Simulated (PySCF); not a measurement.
Molecule: B(CF3)(Me)2, C3H6BF3, SMILES CB(C(F)(F)F)C. Atoms near the plane z = 0.8 Å, at the B3LYP/def2-SVP optimised geometry (x, y, z in Å): B1 (0.0, -0.1, 0.0), C2 (-0.7, 1.4, 0.0), F4 (-0.1, 2.3, 0.7), F5 (-2.0, 1.3, 0.5), C6 (1.6, -0.1, 0.0), H9 (1.8, -0.1, 1.1), C10 (-0.9, -1.4, -0.1), H12 (-1.8, -1.3, 0.5), H13 (-0.4, -2.3, 0.2).

Computed with B3LYP/def2-TZVP in PySCF 2.14.0. Cells within 0.4 Å of a nucleus heavier than hydrogen are left out (blank, or x). The values are rescaled to run from 0 to 1.

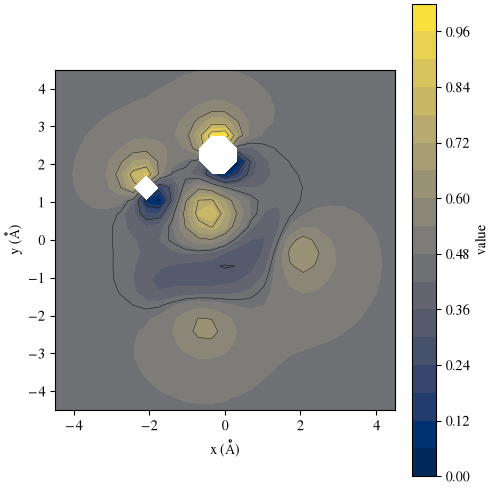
Figure. a field on the plane z = 0.8 Å.

### Question
Which quantity is mapped?
A) an orbital amplitude
B) deformation density (molecule minus spherical neutral atoms)
C) electrostatic potential
D) Laplacian of the electron density

### Answer
A, an orbital amplitude. In full: HOMO amplitude (bohr^(-3/2)).
